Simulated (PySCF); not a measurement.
# Excited-state calculation, with input and output: C8H16Si

C8H16Si, computed with TDDFT wB97X-D/def2-SVPD, vertical, gas phase, core orbitals frozen in the response (PySCF 2.14.0).

The geometry comes from this level: PBE0-D3(BJ)/def2-SVP. It belongs to a series of runs on one base structure; here: constitutional isomer.

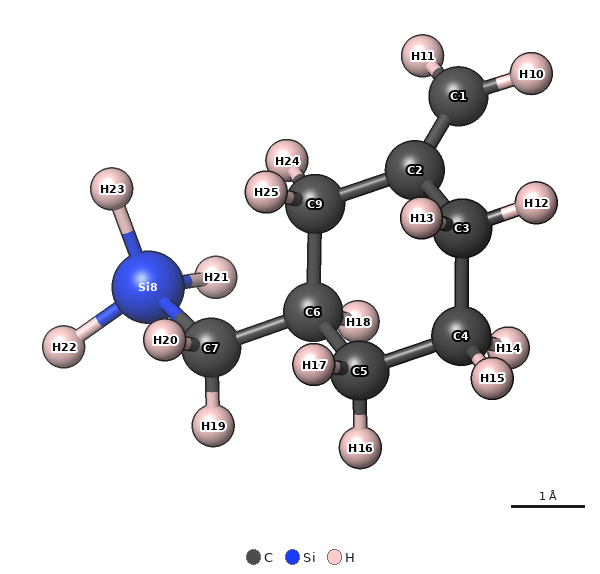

*The input geometry (ball-and-stick view, seen at a tilt; atoms are numbered from 1 in the order of the input).*

Bond lengths as drawn: C–C 1.34 to 1.54 Å, C–H 1.09 to 1.11 Å, C–Si 1.89 Å and H–Si 1.50 Å.

### Key numbers

| quantity | value |
| --- | --- |
| outcome | converged |
| total energy | −603.561406 hartree |
| HOMO | −8.89 eV |
| LUMO | 1.97 eV |
| dipole moment | 1.26 D |
| mean polarisability | 121.77 a.u. |
| vertical ionisation energy | 8.98 eV |
| lowest singlet excitation | 7.01 eV |
| hardware | 1 CPU thread, shared host |
| wall time | 4.6 min |
| peak memory | 1.6 GiB |

### The input
```
{"job": {"kind": "uv", "xc": "wB97X-D", "basis": "def2-SVPD", "ip": true}, "charge": 0, "multiplicity": 1}
C     -2.061623     1.518075     1.651942
C     -1.650749     0.782188     0.614339
C     -2.500146    -0.284019    -0.018300
C     -1.758826    -1.621597    -0.046804
C     -0.394136    -1.483069    -0.708845
C      0.469812    -0.415912    -0.034867
C      1.837236    -0.290595    -0.708080
Si     3.055229     0.911053     0.096225
C     -0.282328     0.922100     0.007335
H     -3.059049     1.389969     2.082412
H     -1.416053     2.277605     2.102440
H     -3.462885    -0.375822     0.507423
H     -2.726803     0.015158    -1.059338
H     -1.626503    -1.978769     0.989487
H     -2.364142    -2.382186    -0.565574
H      0.137450    -2.449348    -0.700458
H     -0.525250    -1.210836    -1.773308
H      0.627780    -0.731072     1.014250
H      2.329074    -1.278792    -0.733520
H      1.710923     0.009641    -1.764698
H      3.052535     0.737064     1.583431
H      4.436765     0.643988    -0.412113
H      2.724925     2.338519    -0.205217
H      0.297937     1.680491     0.557314
H     -0.383884     1.291013    -1.032032
```

The first line tells a small driver script what to run in PySCF; the rest is the geometry in Å.

Launch command:
```bash
OMP_NUM_THREADS=1 python <driver script> task.json out
```

### Log
```
coarse grid: 20232 points
cycle   1  E = -603.4378088635  dE =  1.083e+00  |g| = 3.093e-01  |ddm| = 9.494e+00
cycle   2  E = -603.4607015647  dE = -2.289e-02  |g| = 1.795e-01  |ddm| = 1.389e+00
cycle   3  E = -603.4690487954  dE = -8.347e-03  |g| = 3.791e-02  |ddm| = 4.990e-01
cycle   4  E = -603.4694924143  dE = -4.436e-04  |g| = 1.049e-02  |ddm| = 1.847e-01
cycle   5  E = -603.4695222141  dE = -2.980e-05  |g| = 2.778e-03  |ddm| = 4.442e-02
cycle   6  E = -603.4695246493  dE = -2.435e-06  |g| = 7.585e-04  |ddm| = 1.613e-02
final grid: 187544 points
cycle   7  E = -603.5614014375  dE = -1.492e-04  |g| = 3.488e-03  |ddm| = 3.351e-01
cycle   8  E = -603.5614046910  dE = -3.253e-06  |g| = 1.904e-03  |ddm| = 3.695e-02
cycle   9  E = -603.5614054721  dE = -7.811e-07  |g| = 7.869e-04  |ddm| = 7.379e-03
cycle  10  E = -603.5614056391  dE = -1.671e-07  |g| = 2.466e-04  |ddm| = 3.185e-03
cycle  11  E = -603.5614056545  dE = -1.539e-08  |g| = 5.643e-05  |ddm| = 6.810e-04
cycle  12  E = -603.5614056556  dE = -1.038e-09  |g| = 1.340e-05  |ddm| = 2.441e-04
cycle  13  E = -603.5614056557  dE = -8.458e-11  |g| = 4.993e-06  |ddm| = 8.428e-05
```

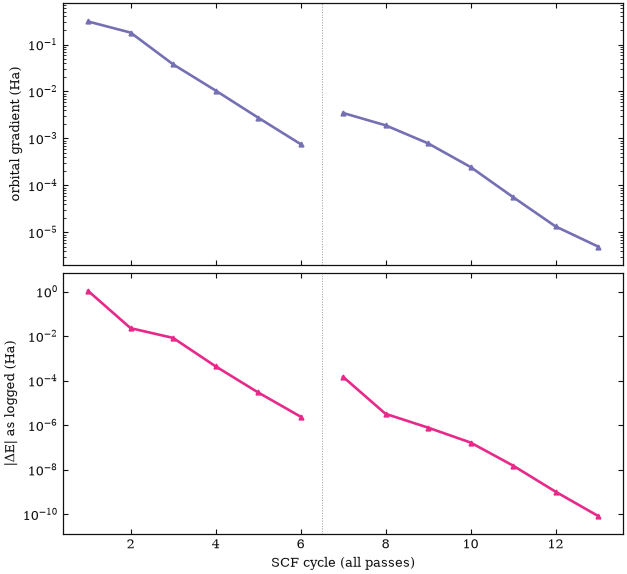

*Convergence of the self-consistent field: orbital gradient and size of the energy change against the SCF cycle. The dotted line marks the change from a coarse to the final integration grid.*

The first 6 cycles use a coarse grid, the final grid takes over at cycle 7, and the field converges after 13 cycles in all.

```
converged SCF energy = -603.5614056557

Static polarisability (au): isotropic 121.771, principal 99.155 127.751 138.406

Singlet excitations
state   eV       nm        f      main configurations
  1   7.0098    176.9   0.37068   H->L 0.82, H->L+1 0.09
  2   7.2035    172.1   0.07645   H->L+3 0.39, H->L+1 0.32, H->L+2 0.14
  3   7.7695    159.6   0.00137   H-1->L 0.36, H-3->L 0.13, H-2->L 0.11
  4   8.0614    153.8   0.02055   H->L+1 0.25, H->L+6 0.14, H->L+7 0.09
  5   8.1406    152.3   0.00229   H->L+4 0.43, H->L+5 0.14, H->L+3 0.10
  6   8.1875    151.4   0.09438   H->L+5 0.52
  7   8.2892    149.6   0.03118   H-1->L 0.21, H-1->L+1 0.16, H-2->L 0.09
  8   8.3249    148.9   0.00444   H-2->L 0.31, H-1->L+1 0.15, H-3->L 0.13
  9   8.5334    145.3   0.01489   H->L+2 0.13, H->L+7 0.13, H->L+9 0.11
 10   8.6518    143.3   0.00184   H-1->L+1 0.21, H-3->L 0.16, H-1->L 0.12

Triplet excitations (Tamm-Dancoff, eV): 4.4201 7.1557 7.4507 7.8482
Vertical ionisation energy (delta-SCF) = 8.9828 eV
```

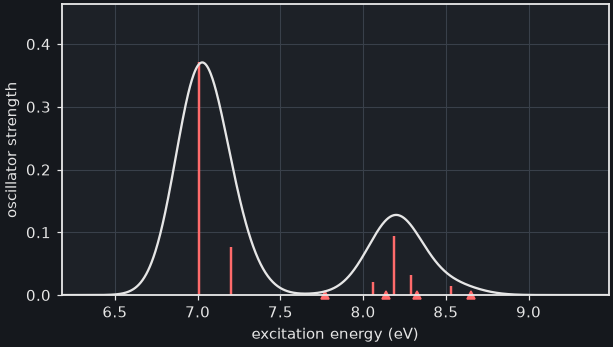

*Computed excitations as sticks (degenerate states added up, dark ones marked on the axis), with a Gaussian envelope of 0.35 eV full width at half maximum, scaled to the tallest.*

Of the 10 states the lowest lies at 7.01 eV (f = 0.371); the strongest line is at 7.01 eV, or 177 nm (f = 0.371).

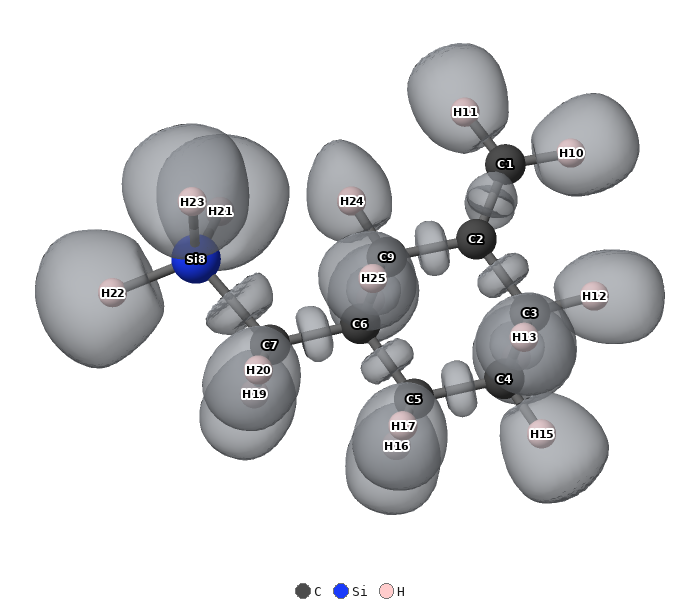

*Isosurface of the ELF at 0.8 (grey), seen face on. Only the valence region is drawn (cores and ρ < 0.01 e/Å³ removed).*

The ELF exceeds this value in eight regions between bonded C–C atoms (shared pairs), one region between bonded C–Si atoms (shared pairs) and 16 regions around hydrogen nuclei. Along the contacts the grid gives the following. C–C (1.34 Å): the ELF peaks at about 0.95 between the atoms; a double or triple bond. C–Si (1.89 Å): the ELF peaks at about 0.95 between the atoms (a covalent bond).

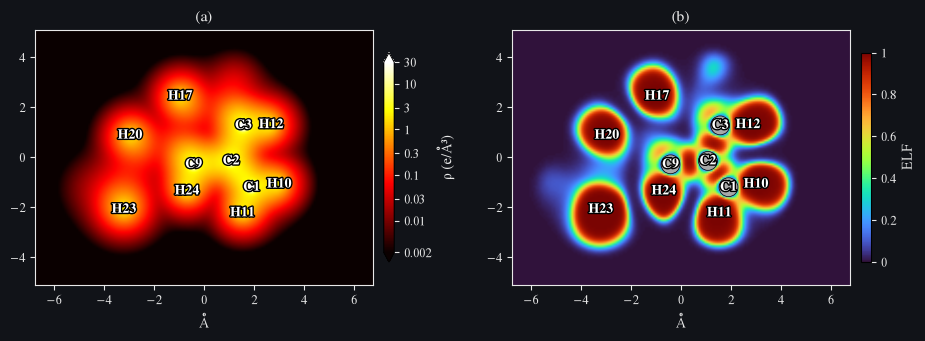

*(a) total electron density; (b) ELF on the plane of atoms C3, C2 and C9. Grey discs, where drawn, cover atomic cores.*

C–C (1.50 Å): ρ at the midpoint is about 1.7 e/Å³; the ELF peaks at about 0.95 between the atoms, which marks localised, shared-pair bonding.
